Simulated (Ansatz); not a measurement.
```xyz
13

C    -0.9355    1.3648   -1.0076
C    -0.4556    0.5585    0.1889
C     0.4794   -0.5890   -0.1886
Al    1.1603   -1.6989    1.2730
H    -1.4781    0.7296   -1.7137
H    -1.6020    2.1783   -0.7082
H    -0.0908    1.8044   -1.5458
H    -1.3240    0.1663    0.7305
H     0.0464    1.2281    0.8966
H     1.3474   -0.2007   -0.7423
H    -0.0158   -1.2567   -0.9095
H     2.1354   -2.9166    0.9581
H     0.7533   -1.4028    2.7834
```

Geometry: PBE0-D4/def2-TZVP.

All numbers below come from Ansatz, RKS PBE0-D4/def2-TZVPP.

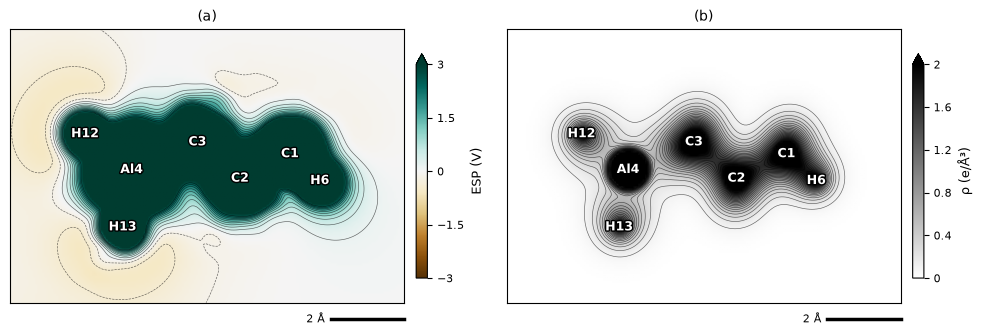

C$_{3}$H$_{9}$Al (SMILES CC[CH2][AlH2]). (a) electrostatic potential; (b) total electron density on the plane of atoms C1, C2 and C3.

> Interpret the plot.

- Atoms in the plane: C, Al and H.
- C–C (1.52 Å): ρ is about 1.7 e/Å³ halfway.
- C–Al (1.96 Å): the density is about 0.73 e/Å³ at the midpoint.
- C–H (1.09 Å): ρ at the midpoint is about 2 e/Å³.
- Al–H (1.59 Å): ρ at the midpoint is about 0.55 e/Å³.
- Outside the dense part of the molecule the potential is most negative (−0.6 V) near H13.
